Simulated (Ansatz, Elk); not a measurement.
**How far do independent atoms describe KZr?**

The structure of KZr used here is made up (a known structure type with other elements) and was relaxed beforehand with PBE. The aim is the Fourier transform of its all-electron density, F(hkl), set beside the sum over free spherical atoms that refinements use.

Program: Elk 11.2.3 (patched build). Level of theory: DFT, PBE, all-electron APW+lo, Dirac cores, scalar-relativistic bands, static density, no spin. Results are calculated unless marked as measured.

The structure was built from a prototype and need not be the compound's stable phase.

## Step 1: Starting point

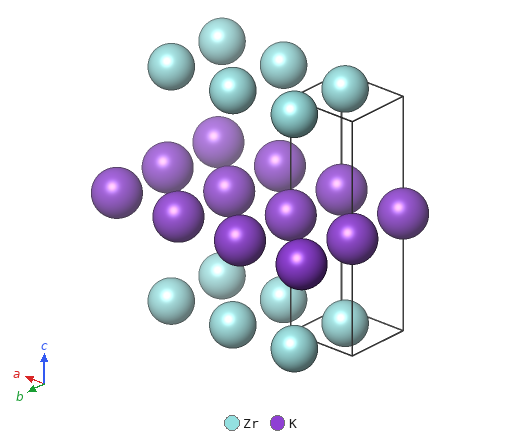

Start, viewed from a free direction; zirconium light teal, potassium purple. 3×2×1 cells are drawn. Some periodic images of atoms are drawn too.

## Step 2: Ground state and structure factors

An all-electron density is needed, since X-rays see the cores too. Task 0 finds the density and task 195 Fourier-transforms it; tshift is off so that phases refer to the origin typed.

The input, elk.in:

```
tasks
  0
  195

xctype
  20

spinpol
  .false.

rgkmax
  7.0

gmaxvr
  14.0

lmaxo
  7

lmaxapw
  8

swidth
  0.002

tshift
  .false.

ramdisk
  .false.

hmaxvr
  5.5

maxscl
  120

epspot
  1e-06

sppath
  './'

avec
  6.10793333340 -0.00000000000 0.00000000000
  -3.05396666670 5.28962543134 -0.00000000000
  0.00000000000 -0.00000000000 13.14973829139

atoms
  2
  'Zr.in'
  1
  0.6666666667 0.3333333333 -0.0000000000   0.000000 0.000000 0.000000
  'K.in'
  1
  -0.0000000000 0.0000000000 0.5000000000   0.000000 0.000000 0.000000

ngridk
  8 8 4
```

On the command line:

```console
> OMP_NUM_THREADS=4 elk
```

Numbers of over 12 decimals in the logs are rounded to 6 here.

Output:

```text
┌─────────────────────────┐
│ Elk code version 11.2.3 │
└─────────────────────────┘

All units are atomic (Hartree, Bohr, etc.)

┌─────────────────────────────────────────────────┐
│ Ground-state run starting from atomic densities │
└─────────────────────────────────────────────────┘

Lattice vectors :
   6.107933333      -0.000000000       0.000000000
  -3.053966667       5.289625431      -0.000000000
   0.000000000      -0.000000000       13.14973829

Reciprocal lattice vectors :
   1.028692516      0.5939159009       0.000000000
   0.000000000       1.187831802       0.000000000
   0.000000000       0.000000000      0.4778182780

Unit cell volume      :    424.8506799
Brillouin zone volume :   0.5838526927

Muffin-tin inner radius fraction :   0.1000000000E-01

Nuclei treated as point charges

Species : 1 (Zr)
 parameters loaded from : Zr.in
 name : zirconium
 nuclear charge    :   -40.00000000
 electronic charge :    40.00000000
 atomic mass :    166291.1793
 muffin-tin radius :    2.600000000
 number of radial points in muffin-tin :   1193
 inner part over the whole radius :   0.9967875514E-02
 number on inner part of muffin-tin    :    848
 approximate nuclear radius :   0.8202877663E-04
 number of mesh points to nuclear radius :    417
 atomic positions (lattice), magnetic fields (Cartesian) :
  1 :   0.66666667  0.33333333  0.00000000    0.00000000  0.00000000  0.00000000

Species : 2 (K)
 parameters loaded from : K.in
 name : potassium
 nuclear charge    :   -19.00000000
 electronic charge :    19.00000000
 atomic mass :    71271.84090
 muffin-tin radius :    2.400000000
 number of radial points in muffin-tin :    993
 inner part over the whole radius :   0.9891652203E-02
 number on inner part of muffin-tin    :    697
 approximate nuclear radius :   0.6514746337E-04
 number of mesh points to nuclear radius :    319
 atomic positions (lattice), magnetic fields (Cartesian) :
  1 :   0.00000000  0.00000000  0.50000000    0.00000000  0.00000000  0.00000000

Total number of atoms per unit cell :    2
Total muffin-tin volume :    131.5280124
 ratio of muffin-tin to unit cell volume :   0.3095864469

Spin treatment :
 spin-unpolarised

Number of Bravais lattice symmetries :   24
Number of crystal symmetries         :   12
Crystal has no inversion symmetry
Complex Hermitian eigensolver will be used

k-point grid :      8     8     4
k-point offset :    0.000000000       0.000000000       0.000000000
k-point set is reduced with full crystal symmetry group
Total number of k-points :       45

Muffin-tin radius times maximum |G+k| :    7.000000000
 using average radius
Maximum |G+k| for APW functions       :    2.800000000
Maximum (1/2)|G+k|²                   :    3.920000000
Maximum |G| for potential and density :    14.00000000
Constant for pseudocharge density :    9
 order of it for each species :   16  16
 order of it for pair densities of each species (exact exchange by exxq0 0: 17) :   11   9
Radial integration step length :    1

G-vector grid sizes :     28    28    60
Number of G-vectors :    19697

Maximum angular momentum used for
 APW functions            :    8
 outer part of muffin-tin :    7
 inner part of muffin-tin :    2

Total nuclear charge    :   -59.00000000
Total core charge       :    38.00000000
Total valence charge    :    21.00000000
Total excess charge     :    0.000000000
Total electronic charge :    59.00000000

Effective Wigner radius, rₛ :    1.197931263

Number of empty states         :      8
Total number of valence states :     19
Total number of core states    :     38

Third-order local-orbitals added for an l without core states : T
Total number of local-orbitals :     21

Exchange-correlation functional :     20     0     0
 Perdew-Burke-Ernzerhof, Phys. Rev. Lett. 77, 3865 (1996)
 gradient requirement :    1
 generalised gradient approximation (GGA)

Smearing type :    3
 Fermi-Dirac
Smearing width :   0.2000000000E-02
Effective electronic temperature (K) :    631.5500496

Mixing type :    3
[...]
Hartree                     :      1351.5449416152
 Madelung                    :     -5071.0763554523
 xc potential                :     -198.24664531678
 exchange                    :     -144.94632843698
 correlation                 :     -2.795659
 electron entropic           :    -0.74411565570872E-03
 total energy                :     -4201.7087905910

Density of states at Fermi energy :    54.94997289
 (states/Hartree/unit cell)

Estimated indirect band gap :   0.1761565479E-02
 from k-point 24 to k-point 6
Estimated direct band gap   :   0.9106481294E-02
 at k-point 24

Charges :
 core                        :    38.00000000
 valence                     :    21.00000000
 interstitial                :    3.503367456
 muffin-tins (core leakage)
  species : 1 (Zr)
   atom 1                    :    37.97132684     (  0.2595781687E-05)
  species : 2 (K)
   atom 1                    :    17.52530571     ( -0.1014458384E-06)
 total in muffin-tins        :    55.49663254
 total calculated charge     :    58.99976936
 total charge                :    59.00000000
 error                       :   0.2306391610E-03

RMS change in Kohn-Sham potential (target) :   0.2786825485     (  0.1000000000E-05)
Absolute change in total energy (target)   :   0.6102397124E-01 (  0.1000000000E-03)

[... loops 3 to 14 left out ...]

┌──────────────────┐
│ Loop number : 15 │
└──────────────────┘

Energies :
 Fermi                       :     0.180887
 sum of occupied eigenvalues :     -2484.9217137810
 electron kinetic            :      4325.1566787954
 core electron kinetic       :      4221.7786599062
 Coulomb                     :     -8378.6919039199
 Coulomb potential           :     -6617.8823436282
 nuclear-nuclear             :     -420.73691658072
 electron-nuclear            :     -9306.6176640152
 Hartree                     :      1348.6626766760
 Madelung                    :     -5069.7507321058
 xc potential                :     -192.19604894828
 exchange                    :     -144.94011391229
 correlation                 :     -2.796428
 electron entropic           :    -0.10483709304257E-02
 total energy                :     -4201.2728151126

Density of states at Fermi energy :    80.01485895
 (states/Hartree/unit cell)

Estimated indirect band gap :   0.4211172459E-03
 from k-point 37 to k-point 24
Estimated direct band gap   :   0.2661341020E-01
 at k-point 9

Charges :
 core                        :    38.00000000
 valence                     :    21.00000000
 interstitial                :    3.586705846
 muffin-tins (core leakage)
  species : 1 (Zr)
   atom 1                    :    37.78232871     (  0.2495709360E-05)
  species : 2 (K)
   atom 1                    :    17.63096545     ( -0.1011357984E-06)
 total in muffin-tins        :    55.41329415
 total calculated charge     :    58.99978897
 total charge                :    59.00000000
 error                       :   0.2110283384E-03

RMS change in Kohn-Sham potential (target) :   0.5382853535E-06 (  0.1000000000E-05)
Absolute change in total energy (target)   :   0.7512501634E-04 (  0.1000000000E-03)

Convergence targets achieved

┌──────────────────┐
│ Loop number : 16 │
└──────────────────┘

Energies :
 Fermi                       :     0.180887
 sum of occupied eigenvalues :     -2484.9217157666
 electron kinetic            :      4325.1566779206
 core electron kinetic       :      4221.7786546257
 Coulomb                     :     -8378.6918996878
 Coulomb potential           :     -6617.8823372656
 nuclear-nuclear             :     -420.73691658072
 electron-nuclear            :     -9306.6176620266
 Hartree                     :      1348.6626789195
 Madelung                    :     -5069.7507310549
 xc potential                :     -192.19605642161
 exchange                    :     -144.94011396747
 correlation                 :     -2.796428
 electron entropic           :    -0.10483672364158E-02
 total energy                :     -4201.2728118104

Density of states at Fermi energy :    80.01452472
 (states/Hartree/unit cell)

Estimated indirect band gap :   0.4211498224E-03
 from k-point 37 to k-point 24
Estimated direct band gap   :   0.2661333219E-01
 at k-point 9

Charges :
 core                        :    38.00000000
 valence                     :    21.00000000
 interstitial                :    3.586705614
 muffin-tins (core leakage)
  species : 1 (Zr)
   atom 1                    :    37.78232858     (  0.2495708280E-05)
  species : 2 (K)
   atom 1                    :    17.63096581     ( -0.1011358908E-06)
 total in muffin-tins        :    55.41329439
 total calculated charge     :    58.99978897
 total charge                :    59.00000000
 error                       :   0.2110280810E-03

┌──────────────────────────────┐
│ Self-consistent loop stopped │
└──────────────────────────────┘

Wrote STATE.OUT
```

The job ended after 12 s (4 threads of Arm Neoverse V2, shared host; peak memory 0.16 GiB).

SFACRHO.OUT:

```text

h k l indices transformed by vhmat matrix:
   1.000000000       0.000000000       0.000000000    
   0.000000000       1.000000000       0.000000000    
   0.000000000       0.000000000       1.000000000    

      h      k      l  multipl.   |H|            Re(F)            Im(F)           |F|

      0      0      0      1   0.0000000       59.000000     -0.25026281E-16   59.000000    
      0      0      1      2  0.47781828       20.476441     -0.53889815E-14   20.476441    
      0      0     -2      2  0.95563656       49.364467     -0.96358654E-14   49.364467    
     -1      1      0      3   1.1878318      -1.7128217      -27.804706       27.857413    
      0      1      0      3   1.1878318      -1.7128217       27.804706       27.857413    
      0      1      1      6   1.2803338      -29.723269       27.333716       40.380747    
      0     -1      1      6   1.2803338      -29.723269      -27.333716       40.380747    
      0      0     -3      2   1.4334548       17.420634      0.18396157E-13   17.420634    
     -1      0      2      6   1.5245280      -2.1285452       26.024682       26.111583    
      0     -1     -2      6   1.5245280      -2.1285452      -26.024682       26.111583    
      0     -1     -3      6   1.8616490      -25.474946      -24.200358       35.137305    
      1     -1     -3      6   1.8616490      -25.474946       24.200358       35.137305    
      0      0      4      2   1.9112731       38.958205      0.14609333E-13   38.958205    
      1     -2      0      6   2.0573850       37.526258      0.16839329E-07   37.526258    
      1     -2     -1     12   2.1121419       15.855632      0.16644002E-07   15.855632    
     -1      1      4      6   2.2503132      -2.6790233      -22.250857       22.411555    
      0      1      4      6   2.2503132      -2.6790233       22.250857       22.411555    
     -1     -1     -2     12   2.2684961       35.701461     -0.34715196E-14   35.701461
```

Elk indexes on the primitive cell of elk.in and gives |H| = 4π sin θ/λ in inverse bohr. Below, one row stands for each form hkl of the conventional cell (m members, Friedel mates merged), F is for one primitive cell and the density is static (no thermal factor). Free-atom factors are Waasmaier and Kirfel's, and R is Σm||F|−|F'||/Σm|F|.

```csv
hkl,m,sin θ/λ (Å⁻¹),"abs F, DFT",neutral atoms,diff.,abs of complex diff.
001,2,0.072,20.476,20.280,+0.197,0.197
002,2,0.144,49.364,49.483,-0.118,0.118
100,6,0.179,27.857,28.075,-0.218,0.230
101,12,0.193,40.381,40.527,-0.147,0.151
003,2,0.216,17.421,17.411,+0.010,0.010
102,12,0.229,26.112,26.129,-0.017,0.049
103,12,0.280,35.137,35.084,+0.053,0.054
004,2,0.287,38.958,38.893,+0.065,0.065
110,6,0.309,37.526,37.498,+0.028,0.028
111,12,0.318,15.856,15.845,+0.011,0.011
104,12,0.338,22.412,22.373,+0.038,0.040
112,12,0.341,35.702,35.630,+0.071,0.071
200,6,0.357,21.830,21.803,+0.027,0.029
005,2,0.359,15.162,15.175,-0.014,0.014
```

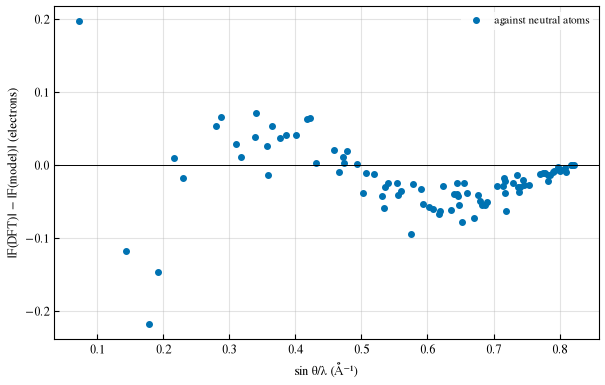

Difference between the calculated structure factors and the independent-atom ones.

## Step 3: The highest occupied states alone

An energy window below the Fermi level keeps the highest occupied states, to see at which angles they scatter; shallow core shells can lie inside it and anion s states outside. No new self-consistency is needed.

Edit elk.in of step 2 so:

```diff
@@ -1,3 +1,2 @@
 tasks
-  0
   195
@@ -40,2 +39,5 @@
 
+wsfac
+  -0.370350 0.480890
+
 sppath
```

On the command line:

```console
> OMP_NUM_THREADS=4 elk
```

Output:

```text
┌─────────────────────────────────┐
│ Elk code version 11.2.3 started │
└─────────────────────────────────┘

Info(readinput): the functional depends on the density's gradient
 muffin-tin radial points multiplied by    2.00000
 (not where nrmtscf is given)

┌────────────────────┐
│ Current task : 195 │
└────────────────────┘

Info(sfacrho): density structure factors written to SFACRHO.OUT

 Energy window :  -0.3703500000      0.4808900000

┌──────────────────┐
│ Elk code stopped │
└──────────────────┘
```

Run time: 4.3 s. Hardware: 4 threads; peak memory 0.16 GiB.

States within 15 eV below the Fermi level hold 5.00 electrons; any levels below the window count with the cores. Their amplitudes can exceed the total, where window and core parts have opposite phase:

```csv
hkl,sin θ/λ (Å⁻¹),"abs F, window","abs F, all"
001,0.072,2.529,20.476
002,0.144,0.758,49.364
100,0.179,0.262,27.857
101,0.193,0.268,40.381
003,0.216,0.304,17.421
102,0.229,0.198,26.112
103,0.280,0.173,35.137
004,0.287,0.162,38.958
110,0.309,0.111,37.526
111,0.318,0.017,15.856
```

## Step 4: Another functional

The difference from free atoms is small, so it is set against the change that LDA (Perdew-Wang) makes.

Edit elk.in of step 3 so:

```diff
@@ -1,2 +1,3 @@
 tasks
+  0
   195
@@ -4,3 +5,3 @@
 xctype
-  20
+  3
 
@@ -39,5 +40,2 @@
 
-wsfac
-  -0.370350 0.480890
-
 sppath
```

On the command line:

```console
> OMP_NUM_THREADS=4 elk
```

Output:

```text
┌─────────────────────────┐
│ Elk code version 11.2.3 │
└─────────────────────────┘

All units are atomic (Hartree, Bohr, etc.)

┌─────────────────────────────────────────────────┐
│ Ground-state run starting from atomic densities │
└─────────────────────────────────────────────────┘

Lattice vectors :
   6.107933333      -0.000000000       0.000000000
  -3.053966667       5.289625431      -0.000000000
   0.000000000      -0.000000000       13.14973829

Reciprocal lattice vectors :
   1.028692516      0.5939159009       0.000000000
[...]
Charges :
 core                        :    38.00000000
 valence                     :    21.00000000
 interstitial                :    3.581736907
 muffin-tins (core leakage)
  species : 1 (Zr)
   atom 1                    :    37.79878860     ( -0.2385921544E-05)
  species : 2 (K)
   atom 1                    :    17.61947449     ( -0.3353047569E-05)
 total in muffin-tins        :    55.41826309
 total calculated charge     :    58.99979117
 total charge                :    59.00000000
 error                       :   0.2088278507E-03

┌──────────────────────────────┐
│ Self-consistent loop stopped │
└──────────────────────────────┘

Wrote STATE.OUT
[key lines of the parts left out:]
total energy                :     -4195.8454353710
```

Elapsed: 7.5 s, on 4 threads; peak memory 0.16 GiB.

Against the first run R = 0.05 %; the largest change is +0.031 at 002.

## Step 5: A coarser k-mesh

About half the k-points along each axis test the sampling.

Edit elk.in of step 4 so:

```diff
@@ -5,3 +5,3 @@
 xctype
-  3
+  20
 
@@ -58,2 +58,2 @@
 ngridk
-  8 8 4
+  4 4 2
```

On the command line:

```console
> OMP_NUM_THREADS=4 elk
```

Output:

```text
┌─────────────────────────┐
│ Elk code version 11.2.3 │
└─────────────────────────┘

All units are atomic (Hartree, Bohr, etc.)

┌─────────────────────────────────────────────────┐
│ Ground-state run starting from atomic densities │
└─────────────────────────────────────────────────┘

Lattice vectors :
   6.107933333      -0.000000000       0.000000000
  -3.053966667       5.289625431      -0.000000000
   0.000000000      -0.000000000       13.14973829

Reciprocal lattice vectors :
   1.028692516      0.5939159009       0.000000000
[...]
Charges :
 core                        :    38.00000000
 valence                     :    21.00000000
 interstitial                :    3.614328480
 muffin-tins (core leakage)
  species : 1 (Zr)
   atom 1                    :    37.75500567     (  0.2492654470E-05)
  species : 2 (K)
   atom 1                    :    17.63066585     ( -0.1011849022E-06)
 total in muffin-tins        :    55.38567152
 total calculated charge     :    58.99987105
 total charge                :    59.00000000
 error                       :   0.1289512182E-03

┌──────────────────────────────┐
│ Self-consistent loop stopped │
└──────────────────────────────┘

Wrote STATE.OUT
[key lines of the parts left out:]
total energy                :     -4201.2682638816
```

Wall time 7.9 s (4 threads); peak memory 0.16 GiB; 14 s of CPU time.

Against the first run R = 0.02 %; the largest change is -0.030 at 100.

## Step 6: Basis size

A smaller basis shows how fast F responds to it; the change is likely larger than the basis error of the first run, but doesn't show convergence.

Edit elk.in of step 5 so:

```diff
@@ -11,3 +11,3 @@
 rgkmax
-  7.0
+  5.5
 
@@ -58,2 +58,2 @@
 ngridk
-  4 4 2
+  8 8 4
```

On the command line:

```console
> OMP_NUM_THREADS=4 elk
```

Output:

```text
┌─────────────────────────┐
│ Elk code version 11.2.3 │
└─────────────────────────┘

All units are atomic (Hartree, Bohr, etc.)

┌─────────────────────────────────────────────────┐
│ Ground-state run starting from atomic densities │
└─────────────────────────────────────────────────┘

Lattice vectors :
   6.107933333      -0.000000000       0.000000000
  -3.053966667       5.289625431      -0.000000000
   0.000000000      -0.000000000       13.14973829

Reciprocal lattice vectors :
   1.028692516      0.5939159009       0.000000000
[...]
Charges :
 core                        :    38.00000000
 valence                     :    21.00000000
 interstitial                :    3.688708603
 muffin-tins (core leakage)
  species : 1 (Zr)
   atom 1                    :    37.71637624     (  0.2484840497E-05)
  species : 2 (K)
   atom 1                    :    17.59491516     ( -0.1013009392E-06)
 total in muffin-tins        :    55.31129140
 total calculated charge     :    58.99982989
 total charge                :    59.00000000
 error                       :   0.1701093388E-03

┌──────────────────────────────┐
│ Self-consistent loop stopped │
└──────────────────────────────┘

Wrote STATE.OUT
[key lines of the parts left out:]
total energy                :     -4201.2147729000
```

Elapsed: 10 s, on 4 threads; peak memory 0.16 GiB.

Against the first run R = 0.02 %; the largest change is -0.038 at 002.

## Step 7: Settings against the effect

```csv
run,R against the first run (%),"R against neutral atoms, low angle (%)",wall time
"PBE, rgkmax 7",0.00,0.29,12 s
LDA (Perdew-Wang),0.05,0.28,7.5 s
k-mesh 4×4×2,0.02,0.31,7.9 s
rgkmax 5.5,0.02,0.33,10 s
```

## Step 8: Summary of results

| Property | Result |
| --- | --- |
| R against neutral atoms, sin θ/λ < 0.3 Å⁻¹ | 0.29 % |
| R against neutral atoms, 0.3 to 0.82 Å⁻¹ | 0.15 % |

In words: Independent neutral atoms miss the calculated amplitudes by R = 0.29 % below 0.3 Å⁻¹ and 0.15 % from there to 0.82 Å⁻¹; by shells, 0.45 % below 0.15 Å⁻¹ (2 forms), 0.27 % 0.15 to 0.3 (6 forms), 0.17 % 0.3 to 0.45 (13 forms), 0.15 % above 0.45 (71 forms). Bonding, aspherical density and the tables' own atoms all enter these figures, and the runs don't part them. The largest change of an amplitude is -0.22 electrons, at 100. R counts amplitudes alone; phases shift too. The window's part falls from 5.0 electrons at the origin to at most 0.04 between 0.45 and 0.82 Å⁻¹. Below 0.3 Å⁻¹ the changes that finished (LDA (Perdew-Wang), k-mesh 4×4×2 and rgkmax 5.5) move F by R = 0.05 % at most, against the 0.29 % that separates it from free atoms. Part of the difference isn't bonding: the tables are fits to free atoms and ions calculated by other methods than this functional. Thermal motion, anomalous dispersion and extinction are left out.

[Logs are printed without paths, hosts, clocks, repeated set-up lines and the standing remarks that a program may print on its own settings, such as how far it seeks lower states.]

[Hosts, paths, dates, database ids (printed as entryN), source tags and the programs' standing remarks are cut or masked in the printed files.]
